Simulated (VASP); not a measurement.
Band structure of Nb2CS2 (space group P-3m1). Method: PBEsol GGA, VASP's PBE PAW potentials (set 64) (plane waves; VASP).

Without a dispersion term in the relaxation, distances and binding between the weakly bound layers, chains or molecules are unreliable, and so is what depends on them.

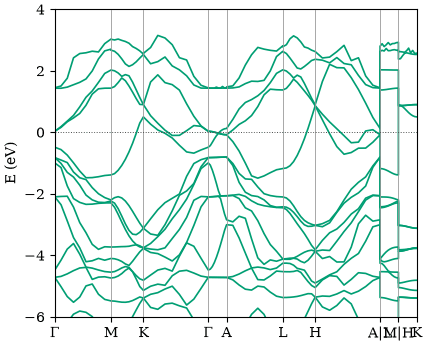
Figure. Bands along high-symmetry lines, zero at the valence-band maximum or, without a gap, the Fermi level

Problem. Read the plot: is there a gap, and where are the band edges?

Solution. It has no gap at this level: it comes out as a metal or semimetal. (Edges off the drawn lines would not show.)

The structure comes from a computed database's Nb2CS2 entry (P-3m1); how it stands against other phases isn't given here. It was relaxed first, which changed the volume by -11 %.
